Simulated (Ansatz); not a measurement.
## KTaO3: pressure series

Consider KTaO3 in the cubic perovskite structure (space group Pm-3m, No. 221).

Space group Pm-3m (No. 221); a = b = c = 4.024 Å, α = β = γ = 90.00°

```tsv
atom	site	symmetry	x	y	z
K	1a	m-3m	0.0000	0.0000	0.0000
Ta	1b	m-3m	0.5000	0.5000	0.5000
O	3c	4/mm.m	0.0000	0.5000	0.5000
```

Cell and atoms are relaxed at each pressure.

Computed with DFT with PBE, PAW potentials and a 420 eV plane-wave cutoff in Ansatz (an electronic-structure program), scalar-relativistic without spin-orbit coupling.

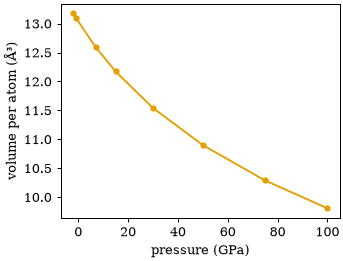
Figure. Volume against pressure

Q: Estimate the zero-pressure bulk modulus from the plot.

A: About 190 GPa; a third-order Birch–Murnaghan fit to the points gives V₀ = 13.04 Å³/atom, B₀ = 190 GPa and B₀′ = 4.3.

Measured bulk modulus of KTaO3: 220 GPa (temperature not stated; as listed in S. Tinte et al., Phys. Rev. B (1998)); the computed value is for a static lattice, so the two differ by thermal effects too.

Between the base and pressure 15 GPa the gap moves from 2.16 eV to 2.32 eV, a mean slope of 10 meV/GPa.

Spin-orbit coupling, missing from the scalar runs, can matter with Ta. Load acts through the strain it causes; cell and atoms are relaxed under it. No phonon test of stability was made. Competing high-pressure phases were not computed.
